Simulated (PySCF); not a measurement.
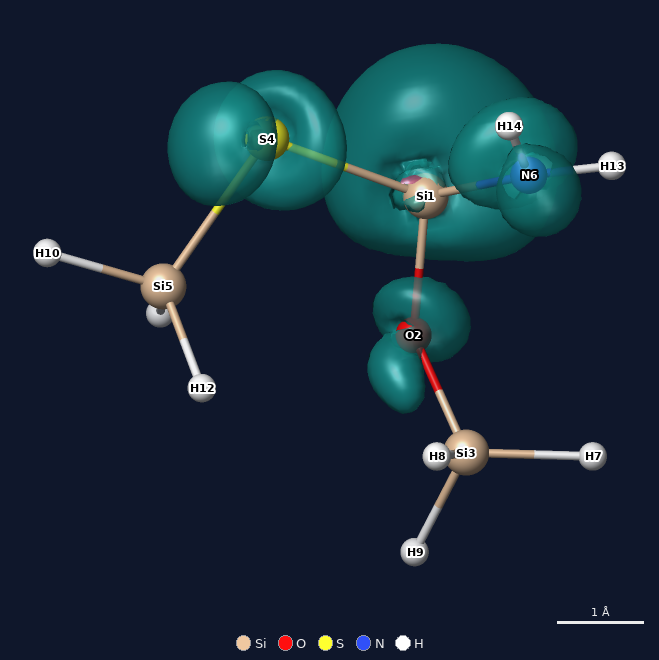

The picture shows: H$_{8}$NOSSi$_{3}$ (doublet). Isosurfaces of the spin density (α minus β) at +0.015 (teal) and −0.015 e/Å³ (pink), seen at a tilt.

Geometry: PBE0-D3(BJ)/def2-SVP.

The calculation used UKS B3LYP, IGLO-III on N O S Si, pcH-1 on H, non-relativistic, mean-field spin-orbit, GIAO (PySCF 2.14.0, density-fitted response routines).

```xyz
14

Si    1.1770   -0.8314    0.5988
O    -0.3967   -1.0550    0.0862
Si   -1.8833   -0.5689    0.6837
S     2.1081    0.6170   -0.7068
Si    0.6080    0.7001   -2.2534
N     1.1778   -0.1233    2.1811
H    -2.1597   -1.2369    1.9903
H    -1.9277    0.9114    0.8667
H    -2.9117   -0.9834   -0.3107
H     1.1948    1.6046   -3.2839
H     0.3554   -0.6414   -2.8494
H    -0.6714    1.2890   -1.7619
H     1.1404   -0.7156    3.0047
H     1.7542    0.6971    2.3446
```

Q: Describe the spin distribution.

A: The unpaired spin (1 electron) lies mostly on Si1 (about 0.7), S4 (about 0.1) and N6 (about 0.1), in electrons by Hirshfeld's partition.
